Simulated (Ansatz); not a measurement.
# ClFH5HfNOSi: molecular dynamics

Purpose: to follow the molecule's vibrations and see whether its bonds hold. The start is relaxed first. Runs: 500 steps of 0.5 fs at constant energy, with velocities drawn for 500 K.

Program: Ansatz 0.2.0. Level of theory: RKS PBE/def2-SVP. These are calculated values, not measurements.

**1. The system as given**

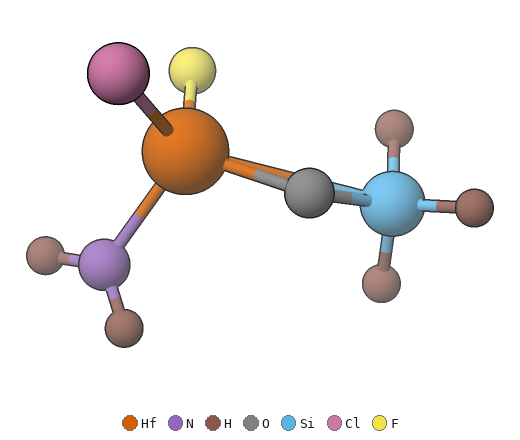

Start, viewed from a chosen angle; hafnium orange, nitrogen purple, hydrogen brown, oxygen grey, silicon blue, chlorine pink, fluorine yellow.

Structure file:

```xyz
11

Hf    0.0000    0.0000    0.0000
N     0.0000    0.0000    2.2100
H    -0.8770   -0.2713    2.7400
H     0.8770    0.2713    2.7400
O     1.9520    0.0000   -0.6893
Si    2.8584   -1.3762   -1.0165
H     2.0275   -2.3521   -1.7156
H     3.9996   -1.0202   -1.8547
H     3.3369   -1.9538    0.2361
Cl   -1.1869    2.0563   -0.8392
F    -0.9326   -1.6157   -0.6593
```

**2. Preparing the start**

input.yaml

```yaml
crystal:
  periodic: [false, false, false]
  atoms:
    - { symbol: Hf, position_ang: [0.0, 0.0, 0.0] }
    - { symbol: "N", position_ang: [0.0, 0.0, 2.21] }
    - { symbol: H, position_ang: [-0.877, -0.2713, 2.74] }
    - { symbol: H, position_ang: [0.877, 0.2713, 2.74] }
    - { symbol: O, position_ang: [1.952, 0.0, -0.6893] }
    - { symbol: Si, position_ang: [2.8584, -1.3762, -1.0165] }
    - { symbol: H, position_ang: [2.0275, -2.3521, -1.7156] }
    - { symbol: H, position_ang: [3.9996, -1.0202, -1.8547] }
    - { symbol: H, position_ang: [3.3369, -1.9538, 0.2361] }
    - { symbol: Cl, position_ang: [-1.1869, 2.0563, -0.8392] }
    - { symbol: F, position_ang: [-0.9326, -1.6157, -0.6593] }
basis:
  gaussian: { orbitals: def2-SVP }
hamiltonian:
  xc: pbe
relax:
  f_tol: 0.02
  max_steps: 40
```

Started as:

```
$ ansatz run input.yaml --threads 4 --pin off --max-ram 5120MiB --backend cpu --events-out ev --progress --plain --runs-dir out
```

Log, cut to the lines that bear on the results:

```text
Warning: RAYON_NUM_THREADS=4 ignored (pool sized by the plan → 4); use --threads N
[...]
Functional definition: PBE
[...]
1458 factors; their error is unknown
[...]
mean field -28023.26797954 eV, -1029.8361033947 hartree, gradient 3.0e-5 eV, S^2 0.000000; 0 other end points of the search recorded, 0 dependent functions left out
[...]
reference -28023.26805856 eV, -1029.8361062989 hartree; 36, 36 occupied and 99, 99 virtual orbitals, 1458 factors
relax step   1: F+E_penalty+E_count = -28023.26797954 eV  Δ(F+E_penalty+E_count) = +0.000e0 eV  max|allowed force component| = 2.508e0 eV/Å  Δτ_max = 0.0000 Å  (31 SCF iters, accepted)
[...]
relax step   4: F+E_penalty+E_count = -28024.13045375 eV  Δ(F+E_penalty+E_count) = -2.742e-2 eV  max|allowed force component| = 3.312e-1 eV/Å  Δτ_max = 0.1193 Å  (38 SCF iters, accepted)
[...]
relax step   7: F+E_penalty+E_count = -28024.19754136 eV  Δ(F+E_penalty+E_count) = -1.817e-2 eV  max|allowed force component| = 4.380e-1 eV/Å  Δτ_max = 0.0806 Å  (30 SCF iters, accepted)
[...]
relax step  10: F+E_penalty+E_count = -28024.22829740 eV  Δ(F+E_penalty+E_count) = +5.125e-3 eV  max|allowed force component| = 2.148e-1 eV/Å  Δτ_max = 0.1958 Å  (35 SCF iters, rejected (line search))
[...]
relax step  13: F+E_penalty+E_count = -28024.23697421 eV  Δ(F+E_penalty+E_count) = -5.353e-4 eV  max|allowed force component| = 2.169e-2 eV/Å  Δτ_max = 0.0189 Å  (31 SCF iters, accepted)
[...]
relax step  14: F+E_penalty+E_count = -28024.23703645 eV  Δ(F+E_penalty+E_count) = -6.224e-5 eV  max|allowed force component| = 1.111e-2 eV/Å  Δτ_max = 0.0106 Å  (30 SCF iters, accepted)
1458 factors; their error is unknown
[...]
mean field -28024.23703645 eV, -1029.8717155795 hartree, gradient 1.3e-5 eV, S^2 0.000000; 1 other end points of the search recorded, 0 dependent functions left out
[...]
reference -28024.23711553 eV, -1029.8717184854 hartree; 36, 36 occupied and 99, 99 virtual orbitals, 1458 factors
Total energy: -28024.23711553 eV, -1029.8717184854 hartree
Atom 0 at    -0.186840    -0.132868     0.100746 Å, force    -0.011113    -0.001311    -0.004672 eV/Å
Atom 1 at    -0.098476     0.065509     2.115261 Å, force     0.001991     0.001579     0.004675 eV/Å
Atom 2 at    -0.908722     0.072864     2.746710 Å, force    -0.000705     0.000465    -0.000125 eV/Å
Atom 3 at     0.748126     0.206483     2.678395 Å, force     0.000550    -0.001137    -0.001948 eV/Å
Atom 4 at     1.539979    -0.825382    -0.466943 Å, force     0.003010    -0.001308    -0.002124 eV/Å
Atom 5 at     2.979498    -1.448347    -1.076980 Å, force    -0.000111     0.000187     0.000416 eV/Å
Atom 6 at     2.680803    -2.570373    -2.031945 Å, force     0.000479    -0.000065     0.000366 eV/Å
Atom 7 at     3.732427    -0.362629    -1.793310 Å, force     0.000100    -0.000139     0.000013 eV/Å
Atom 8 at     3.812847    -1.968541     0.061581 Å, force    -0.000001     0.000567     0.000545 eV/Å
Atom 9 at    -0.572819     1.998134    -0.900033 Å, force     0.001702    -0.000648     0.001939 eV/Å
Atom 10 at    -1.671924    -1.296549    -0.281983 Å, force     0.004097     0.001811     0.000915 eV/Å
Dipole moment:     0.342723    -0.189859     0.462604 e Å
```

It took 22 s on 4 threads of Intel Xeon 6975P-C (Granite Rapids), shared host; peak memory 0.25 GiB.

Step by step:

| step | energy from step 1 (eV) | largest force component (eV/Å) |
| --- | --- | --- |
| 1 | 0.0000 | 2.5084 |
| 2 | -0.6694 | 1.9697 |
| 3 | -0.8351 | 0.2424 |
| 4 | -0.8625 | 0.3312 |
| 5 | -0.8877 | 0.3218 |
| 6 | -0.9114 | 0.4635 |
| 7 | -0.9296 | 0.4380 |
| 8 | -0.9547 | 0.0963 |
| 9 | -0.9654 | 0.0664 |
| 10x | -0.9603 | 0.2148 |
| 11 | -0.9680 | 0.0830 |
| 12 | -0.9685 | 0.0379 |
| 13 | -0.9690 | 0.0217 |
| 14 | -0.9691 | 0.0111 |

Step 1 is the start. 1 step was tried and not accepted (10; marked x where the table lists them).

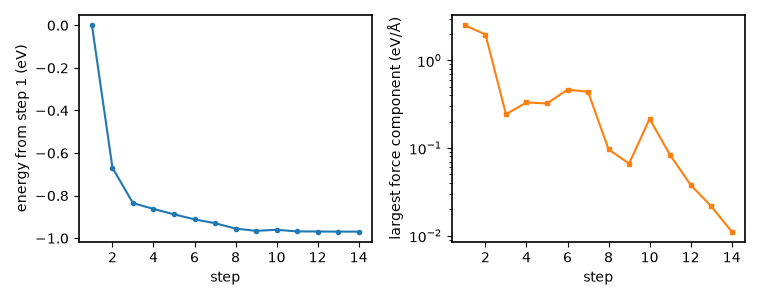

How energy and force went from step to step.

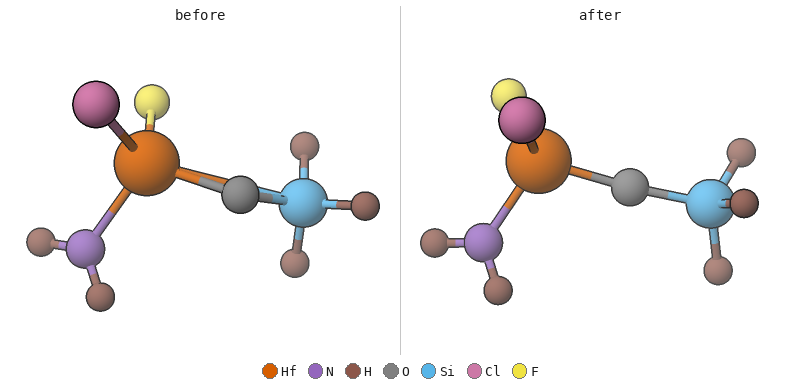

The structure before (left) and after (right), drawn at the same scale.

After: Bond lengths: Hf1–N2 2.026 Å, N2–H3 1.027 Å, N2–H4 1.027 Å, Hf1–O5 1.945 Å, O5–Si6 1.683 Å, Si6–H7 1.503 Å, Si6–H8 1.503 Å, Si6–H9 1.504 Å, Hf1–Cl10 2.386 Å, Hf1–F11 1.925 Å. Angles (14 of 16 angles, heavy atoms first): N2–Hf1–O5 106.6°, N2–Hf1–Cl10 109.7°, N2–Hf1–F11 106.9°, O5–Hf1–Cl10 109.8°, O5–Hf1–F11 114.3°, Cl10–Hf1–F11 109.4°, Hf1–O5–Si6 175.5°, Hf1–N2–H3 125.3°, Hf1–N2–H4 126.5°, O5–Si6–H7 109.7°, O5–Si6–H8 109.5°, O5–Si6–H9 109.1°, H3–N2–H4 108.2°, H7–Si6–H8 109.6°.

Pairs that crossed the distance rule for bonds on the way: moved apart Hf1–Si6.

**3. Dynamics**

500 steps of 0.5 fs at constant energy, with velocities drawn for 500 K, from the relaxed start.

input.yaml

```yaml
crystal:
  periodic: [false, false, false]
  atoms:
    - { symbol: Hf, position_ang: [-0.18684, -0.132868, 0.100746] }
    - { symbol: "N", position_ang: [-0.098476, 0.065509, 2.115261] }
    - { symbol: H, position_ang: [-0.908722, 0.072864, 2.74671] }
    - { symbol: H, position_ang: [0.748126, 0.206483, 2.678395] }
    - { symbol: O, position_ang: [1.539979, -0.825382, -0.466943] }
    - { symbol: Si, position_ang: [2.979498, -1.448347, -1.07698] }
    - { symbol: H, position_ang: [2.680803, -2.570373, -2.031945] }
    - { symbol: H, position_ang: [3.732427, -0.362629, -1.79331] }
    - { symbol: H, position_ang: [3.812847, -1.968541, 0.061581] }
    - { symbol: Cl, position_ang: [-0.572819, 1.998134, -0.900033] }
    - { symbol: F, position_ang: [-1.671924, -1.296549, -0.281983] }
basis:
  gaussian: { orbitals: def2-SVP }
hamiltonian:
  xc: pbe
md:
  timestep: 0.5
  n_steps: 500
  ensemble: nve
  temperature: 500.0
  initial_velocities: maxwell_boltzmann
  seed: 514636
```

Started as:

```
$ ansatz run input.yaml --threads 4 --pin off --max-ram 5120MiB --backend cpu --events-out ev --progress --plain --runs-dir out
```

Log, cut to the lines that bear on the results:

```text
Warning: RAYON_NUM_THREADS=4 ignored (pool sized by the plan → 4); use --threads N
[...]
Functional definition: PBE
[...]
1458 factors; their error is unknown
[...]
mean field -28024.23706495 eV, -1029.8717166267 hartree, gradient 2.9e-5 eV, S^2 0.000000; 0 other end points of the search recorded, 0 dependent functions left out
[...]
reference -28024.23714390 eV, -1029.8717195281 hartree; 36, 36 occupied and 99, 99 virtual orbitals, 1458 factors
md step     0: t =     0.00 fs  T =   500.0 K  F+E_penalty+E_count = -28024.23706495 eV  E_kin = 0.581670 eV  conserved = -28023.65539495 eV  (31 SCF iters)
[...]
md step    20: t =    10.00 fs  T =   278.1 K  F+E_penalty+E_count = -28023.97819719 eV  E_kin = 0.323479 eV  conserved = -28023.65471770 eV  (31 SCF iters)
[...]
md step    40: t =    20.00 fs  T =   256.3 K  F+E_penalty+E_count = -28023.95222618 eV  E_kin = 0.298115 eV  conserved = -28023.65411115 eV  (32 SCF iters)
[...]
md step    60: t =    30.00 fs  T =   238.2 K  F+E_penalty+E_count = -28023.93138768 eV  E_kin = 0.277075 eV  conserved = -28023.65431268 eV  (33 SCF iters)
[...]
md step    79: t =    39.50 fs  T =   294.9 K  F+E_penalty+E_count = -28023.99753384 eV  E_kin = 0.343037 eV  conserved = -28023.65449644 eV  (32 SCF iters)
md step    80: t =    40.00 fs  T =   281.2 K  F+E_penalty+E_count = -28023.98140127 eV  E_kin = 0.327096 eV  conserved = -28023.65430549 eV  (33 SCF iters)
```

**4. The output, continued: dynamics from the start**

The log, continued, cut to the lines that bear on the results:

```text
md step    81: t =    40.50 fs  T =   266.6 K  F+E_penalty+E_count = -28023.96428198 eV  E_kin = 0.310140 eV  conserved = -28023.65414224 eV  (32 SCF iters)
[...]
md step   107: t =    53.50 fs  T =   358.2 K  F+E_penalty+E_count = -28024.07138839 eV  E_kin = 0.416692 eV  conserved = -28023.65469655 eV  (33 SCF iters)
[...]
md step   133: t =    66.50 fs  T =   182.8 K  F+E_penalty+E_count = -28023.86683476 eV  E_kin = 0.212676 eV  conserved = -28023.65415906 eV  (32 SCF iters)
[...]
md step   159: t =    79.50 fs  T =   256.9 K  F+E_penalty+E_count = -28023.95291018 eV  E_kin = 0.298883 eV  conserved = -28023.65402758 eV  (31 SCF iters)
[...]
md step   183: t =    91.50 fs  T =   342.3 K  F+E_penalty+E_count = -28024.05272220 eV  E_kin = 0.398218 eV  conserved = -28023.65450400 eV  (32 SCF iters)
md step   184: t =    92.00 fs  T =   353.1 K  F+E_penalty+E_count = -28024.06533600 eV  E_kin = 0.410725 eV  conserved = -28023.65461092 eV  (32 SCF iters)
```

**5. More of the same log: dynamics from the start**

The log, continued, cut to the lines that bear on the results:

```text
md step   185: t =    92.50 fs  T =   359.2 K  F+E_penalty+E_count = -28024.07249988 eV  E_kin = 0.417878 eV  conserved = -28023.65462146 eV  (32 SCF iters)
[...]
md step   206: t =   103.00 fs  T =   310.0 K  F+E_penalty+E_count = -28024.01507268 eV  E_kin = 0.360621 eV  conserved = -28023.65445213 eV  (32 SCF iters)
[...]
md step   227: t =   113.50 fs  T =   222.8 K  F+E_penalty+E_count = -28023.91329684 eV  E_kin = 0.259176 eV  conserved = -28023.65412070 eV  (32 SCF iters)
[...]
md step   248: t =   124.00 fs  T =   242.7 K  F+E_penalty+E_count = -28023.93675809 eV  E_kin = 0.282389 eV  conserved = -28023.65436868 eV  (33 SCF iters)
[...]
md step   499: t =   249.50 fs  T =   214.7 K  F+E_penalty+E_count = -28023.90422560 eV  E_kin = 0.249754 eV  conserved = -28023.65447180 eV  (32 SCF iters)
[...]
Atom 1 at     0.020327    -0.040685     2.093657 Å, force    -0.356714    -0.287808    -1.414962 eV/Å
Atom 2 at    -0.646352    -0.219670     2.840957 Å, force    -0.197283    -0.059251     0.215122 eV/Å
Atom 3 at     0.879431     0.321243     2.479085 Å, force     0.676446     0.253571     0.522558 eV/Å
Atom 4 at     1.528115    -0.640348    -0.706629 Å, force     1.359577    -0.611032    -0.172705 eV/Å
Atom 5 at     2.890433    -1.658210    -0.792396 Å, force     0.258290     0.043035    -0.383171 eV/Å
Atom 6 at     3.712675    -1.607499     0.489006 Å, force    -0.004788     0.461138    -0.337936 eV/Å
Atom 7 at     2.512806    -3.131487    -0.745258 Å, force    -0.161549     0.291073    -0.424730 eV/Å
Atom 8 at     3.654491    -1.236873    -2.100521 Å, force    -0.380971    -0.409201     0.978860 eV/Å
Atom 9 at    -0.793137     2.013763    -0.599665 Å, force    -0.271763     1.328929    -0.519813 eV/Å
Atom 10 at    -1.559612    -1.355839    -0.488304 Å, force     0.606050     0.531727     0.298264 eV/Å
Dipole moment:     0.440278    -0.117420     0.401582 e Å
```

Wall time 10 min (4 threads of Intel Xeon 6975P-C (Granite Rapids), shared host); peak memory 0.23 GiB.

**6. Frames and traces**

One step in 26; energies are changes from step 0:

| time (fs) | T (K) | potential energy change (meV/atom) | total energy change (meV/atom) |
| --- | --- | --- | --- |
| 0.0 | 500 | 0.0 | 0.00 |
| 13.0 | 247 | 26.9 | 0.15 |
| 26.0 | 188 | 33.1 | 0.16 |
| 39.0 | 305 | 20.7 | 0.06 |
| 52.0 | 314 | 19.7 | 0.11 |
| 65.0 | 170 | 35.0 | 0.15 |
| 78.0 | 291 | 22.1 | 0.07 |
| 91.0 | 328 | 18.2 | 0.10 |
| 104.0 | 284 | 23.0 | 0.11 |
| 117.0 | 242 | 27.3 | 0.06 |
| 130.0 | 261 | 25.4 | 0.12 |
| 143.0 | 213 | 30.6 | 0.17 |
| 156.0 | 224 | 29.3 | 0.09 |
| 169.0 | 234 | 28.2 | 0.07 |
| 182.0 | 300 | 21.3 | 0.15 |
| 195.0 | 246 | 27.0 | 0.12 |
| 208.0 | 246 | 26.9 | 0.05 |
| 221.0 | 215 | 30.3 | 0.10 |
| 234.0 | 284 | 22.9 | 0.13 |
| 247.0 | 228 | 28.8 | 0.09 |
| 250.0 | 212 | 30.5 | 0.08 |

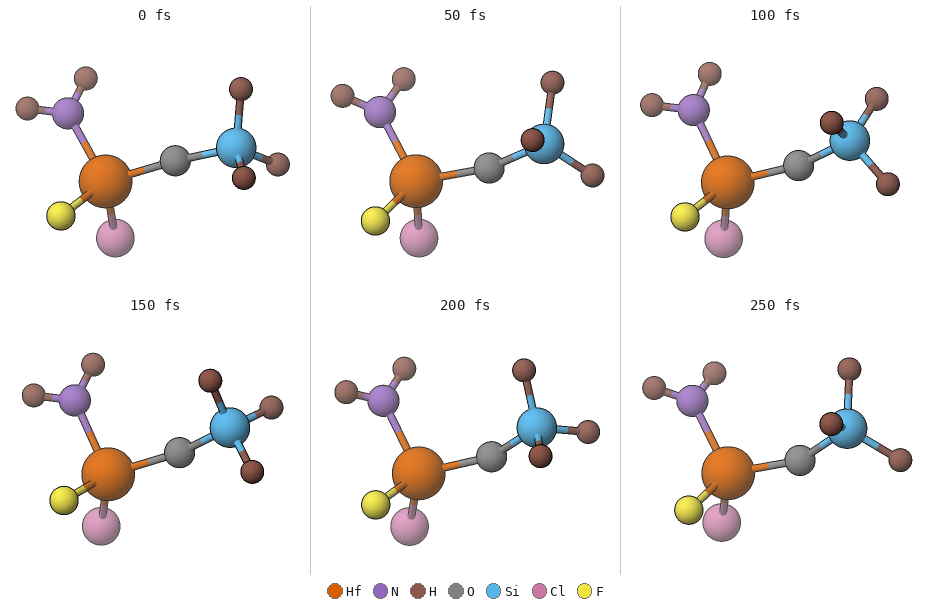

The system at six times, viewed from a chosen angle. Sticks join atoms within a bonding distance in each frame.

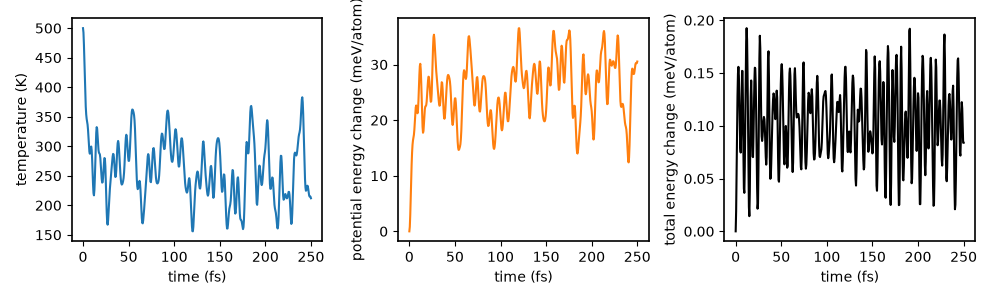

Time series of the run, each on its own scale.

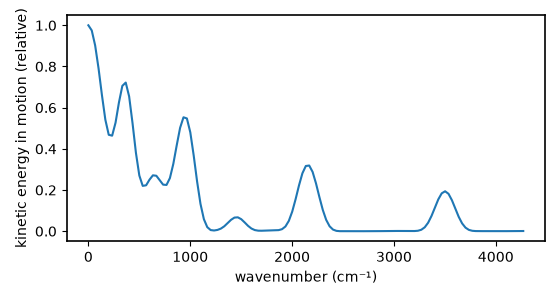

Power spectrum of the mass-weighted velocities; a run of 250 fs resolves no finer than about 270 cm⁻¹.

Maxima of the velocity power spectrum (cm⁻¹, relative height; resolution about 270 cm⁻¹): 370 (72), 630 (27), 930 (55), 2170 (32), 3500 (19).

**7. Snapshots as a file**

Positions (Å) and forces (eV/Å):

```xyz
11
time_fs=31.0 T=256 dE=0.2851
Hf   -0.168   -0.150    0.112   -0.830    1.055   -0.881
N    -0.034    0.100    2.135    1.167    0.585    0.885
H    -0.816    0.057    2.802   -0.141   -0.100   -0.118
H     0.780    0.486    2.722   -1.106   -0.676   -1.127
O     1.536   -0.761   -0.614   -0.515    0.183    0.455
Si    2.970   -1.526   -1.001    0.231    0.249   -0.752
H     2.646   -2.835   -1.642    0.033   -0.402    0.340
H     3.640   -0.797   -2.136    0.099    0.205    0.173
H     3.858   -1.530    0.208    0.012   -0.234    0.005
Cl   -0.681    2.089   -0.888    0.351   -1.227    0.577
F    -1.680   -1.270   -0.422    0.699    0.361    0.445
11
time_fs=62.5 T=238 dE=0.3056
Hf   -0.175   -0.109    0.087    2.005   -0.811   -0.324
N    -0.008    0.077    2.085   -0.597   -0.344    0.503
H    -0.722   -0.090    2.830    0.743    0.213   -0.398
H     0.928    0.252    2.468   -0.089    0.037    0.396
O     1.565   -0.752   -0.672   -1.388    0.542    0.570
Si    2.965   -1.595   -0.944    0.504    0.149   -0.678
H     2.692   -3.059   -1.109    0.019   -0.218    0.501
H     3.538   -1.289   -2.315    0.036    0.268    0.234
H     3.919   -1.150    0.147    0.048   -0.405   -0.135
Cl   -0.722    1.946   -0.764   -0.294    1.379   -0.550
F    -1.585   -1.238   -0.430   -0.988   -0.809   -0.120
11
time_fs=94.0 T=350 dE=0.1754
Hf   -0.151   -0.105    0.058   -0.616   -0.635    0.348
N     0.062   -0.045    2.110   -0.781   -0.116   -1.490
H    -0.754    0.008    2.714   -0.597   -0.064    0.232
H     0.838    0.159    2.706    1.163    0.164    0.487
O     1.564   -0.748   -0.615   -1.325    0.968    0.371
Si    2.925   -1.627   -0.880    1.058   -0.562   -0.564
H     2.622   -3.047   -0.473    0.257    0.043    0.116
H     3.203   -1.632   -2.378    0.111    0.035    0.333
H     4.078   -0.984   -0.106   -0.251   -0.333   -0.214
Cl   -0.808    2.057   -0.740    0.161   -0.169    0.040
F    -1.619   -1.339   -0.388    0.820    0.668    0.342
11
time_fs=125.0 T=255 dE=0.2865
Hf   -0.155   -0.110    0.042    0.563    1.318   -0.968
N     0.035   -0.134    2.027    1.643   -0.144   -0.230
H    -0.656   -0.146    2.745   -1.036    0.017    0.946
H     0.964   -0.286    2.474   -0.493    0.170   -0.220
O     1.633   -0.715   -0.575   -1.507    0.807    0.386
Si    2.942   -1.691   -0.849    0.940    0.015   -0.030
H     2.794   -2.860    0.094    0.090   -0.193   -0.313
H     2.987   -1.992   -2.340    0.055   -0.205    0.382
H     4.235   -0.967   -0.443   -0.390   -0.201   -0.200
Cl   -0.871    2.189   -0.734    0.429   -1.340    0.429
F    -1.549   -1.370   -0.270   -0.295   -0.244   -0.182
11
time_fs=156.0 T=224 dE=0.3225
Hf   -0.166   -0.066    0.011    1.458   -1.950    0.823
N     0.072   -0.217    2.025   -0.746    0.328    0.163
H    -0.792   -0.187    2.627    1.048   -0.067   -0.300
H     0.946   -0.237    2.578   -0.496    0.039   -0.072
O     1.635   -0.699   -0.539   -0.876    0.172    0.029
Si    2.937   -1.738   -0.814    0.603    1.409   -0.044
H     3.145   -2.592    0.404   -0.206   -0.440   -0.238
H     2.764   -2.319   -2.202    0.041   -0.338    0.380
H     4.199   -0.851   -0.833   -0.379   -0.379   -0.141
Cl   -0.843    2.055   -0.645   -0.328    1.061   -0.362
F    -1.517   -1.419   -0.223   -0.119    0.163   -0.239
11
time_fs=187.5 T=316 dE=0.2154
Hf   -0.142   -0.088    0.011   -1.415   -0.438    0.698
N     0.040   -0.145    2.029   -0.582   -0.212    0.996
H    -0.658   -0.366    2.792    0.514    0.241   -1.064
H     0.916    0.026    2.536    0.174    0.055   -0.131
O     1.585   -0.687   -0.585   -0.037    0.389   -0.198
Si    2.882   -1.705   -0.781    1.197    0.308   -0.372
H     3.248   -2.215    0.603   -0.094   -0.276   -0.358
H     2.485   -2.698   -1.860    0.227   -0.086    0.397
H     4.109   -0.884   -1.275   -0.615   -0.458    0.178
Cl   -0.867    2.106   -0.623    0.122   -0.044   -0.102
F    -1.542   -1.415   -0.290    0.508    0.521   -0.045
11
time_fs=219.0 T=232 dE=0.3136
Hf   -0.154   -0.122    0.039    1.200    2.033   -1.118
N     0.052   -0.050    2.027    1.403    0.336   -0.536
H    -0.709   -0.300    2.608   -1.320   -0.432    1.245
H     0.832    0.294    2.606   -0.185   -0.110   -0.152
O     1.615   -0.613   -0.729   -0.022   -0.418    0.365
Si    2.929   -1.719   -0.786   -0.096    0.454   -0.246
H     3.435   -1.940    0.644   -0.030    0.121   -0.448
H     2.415   -3.057   -1.308    0.180    0.315    0.053
H     4.065   -1.171   -1.722   -0.755   -0.334    0.655
Cl   -0.875    2.178   -0.635    0.403   -1.187    0.274
F    -1.518   -1.341   -0.404   -0.777   -0.778   -0.092
11
time_fs=250.0 T=212 dE=0.3360
Hf   -0.149   -0.098    0.034   -1.527   -1.542    1.238
N     0.020   -0.041    2.094   -0.357   -0.288   -1.415
H    -0.646   -0.220    2.841   -0.197   -0.059    0.215
H     0.879    0.321    2.479    0.676    0.254    0.523
O     1.528   -0.640   -0.707    1.360   -0.611   -0.173
Si    2.890   -1.658   -0.792    0.258    0.043   -0.383
H     3.713   -1.607    0.489   -0.005    0.461   -0.338
H     2.513   -3.131   -0.745   -0.162    0.291   -0.425
H     3.655   -1.237   -2.100   -0.381   -0.409    0.979
Cl   -0.793    2.014   -0.600   -0.272    1.329   -0.520
F    -1.560   -1.356   -0.488    0.606    0.532    0.298
```

**8. What came out**

| quantity | value |
| --- | --- |
| relaxation of the start | 12 moves, 0.969 eV lower |
| length | 500 steps of 0.5 fs |
| temperature, first and last step | 500 and 212 K |
| temperature, second half | mean 249 K, from 160 to 383 K |
| potential energy, second half | +27 meV/atom from the start |
| largest change of the total energy | 0.19 meV/atom |
| bonds formed or broken | 0 |

In words: The temperature starts at 500 K and averages 249 K in the second half, where it ranges from 160 to 383 K; a mean near half the start is what vibrations about a minimum give, since they share energy equally between motion and strain. The total energy strays from its start by at most 0.19 meV/atom, 0.7 % of the mean kinetic energy, so a step of 0.5 fs is short enough over this time. The bonding pattern survives the run. 250 fs on 11 atoms is far too short and small for converged averages. The nuclei move classically, without zero-point motion, which matters most for hydrogen.
